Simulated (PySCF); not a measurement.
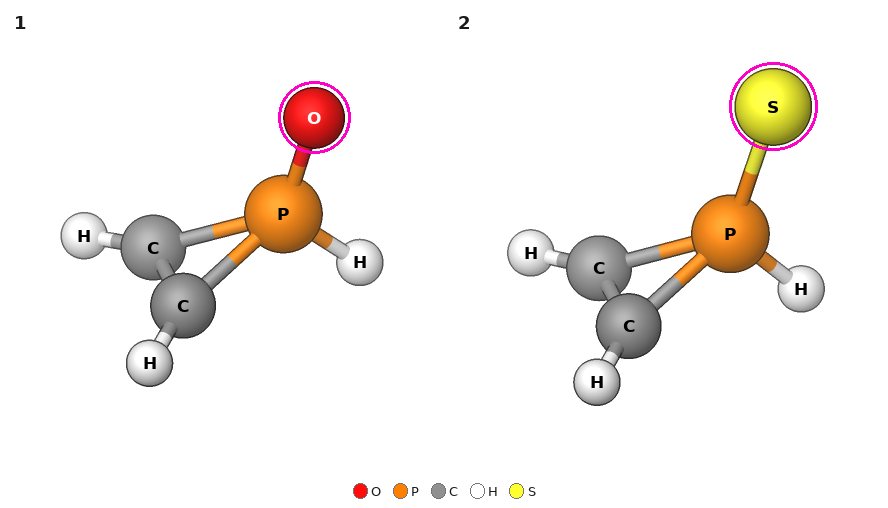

2 molecules with one skeleton, seen from the same side and at one scale; the atom that differs is circled. Each species is neutral and a spin singlet. Computed geometries: GFN2-xTB optimisations, one conformation each. Properties computed with PySCF 2.14.0.

One atom differs, called X below: O in panel 1, S in panel 2. Their formulas are C2H3OP (`O=[PH]1C=C1`), C2H3PS (`S=[PH]1C=C1`).

In which is the lowest vertical singlet excitation larger (CAM-B3LYP/def2-SVPD)?

In panel 1 (X = O).

In which is the HOMO energy (Kohn–Sham orbital) higher (CAM-B3LYP/def2-SVPD)?

In panel 2 (X = S).

Give the values. With GFN2-xTB: length of X–P (Å), angle X–P–H (°). With CAM-B3LYP/def2-SVPD: dipole moment (D), HOMO energy (Kohn–Sham orbital) (eV), HOMO–LUMO gap (eV), mean static polarisability (bohr³), lowest vertical singlet excitation (eV).

```
                               quantity  1 (O)  2 (S)   2 − 1
                      length of X–P (Å)  1.461  1.930  +0.469
                        angle X–P–H (°)  117.1  120.9    +3.8
                      dipole moment (D)   4.26   4.29   +0.03
   HOMO energy (Kohn–Sham orbital) (eV)  −9.03  −7.90   +1.13
                     HOMO–LUMO gap (eV)   9.06   7.84   −1.22
     mean static polarisability (bohr³)   45.6   67.2   +21.6
lowest vertical singlet excitation (eV)   5.09   4.53   −0.56
```

The geometry is semi-empirical. Around P such bond lengths and angles can be off by a tenth of an ångström or more and by several degrees, and values that hang on the shape move with them.
